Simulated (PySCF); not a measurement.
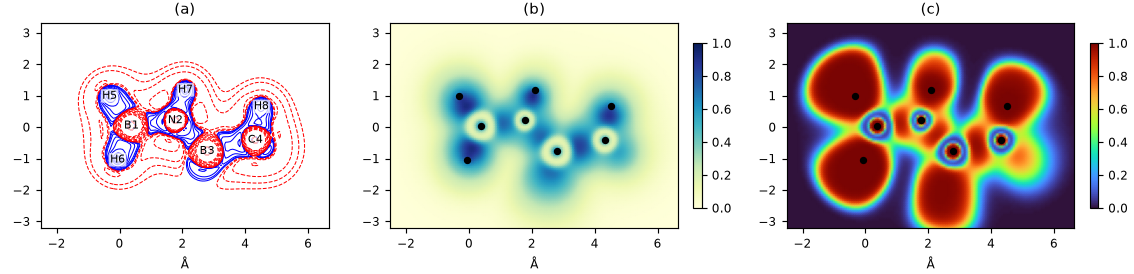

*CH6B2N, doublet, SMILES `BN[B]C`. Three fields in a plane through 8 of the atoms. (a): solid blue lines positive, dashed red lines negative.*

Computed with PySCF, B3LYP/6-311+G**, geometry: GFN2-xTB. No frequency check shows the geometry to be a minimum. The stability of the open-shell solution wasn't checked. GFN2-xTB doesn't know the spin state, so this open-shell geometry is rough.

The panels show, in some order, the localised orbital locator (LOL), electron localisation function (ELF) and negative Laplacian of the density (−∇²ρ). Which is which?

(a) is the negative Laplacian of the density (−∇²ρ): shells alternate in sign around each nucleus and valence concentrations outline the bonding and non-bonding pairs. (b) is the localised orbital locator (LOL): it runs from 0 to 1, peaks where electrons are localised, as in bonds, and fades smoothly outside. (c) is the electron localisation function (ELF): it runs from 0 to 1 and is close to 1 over wide basins that fill the valence regions.
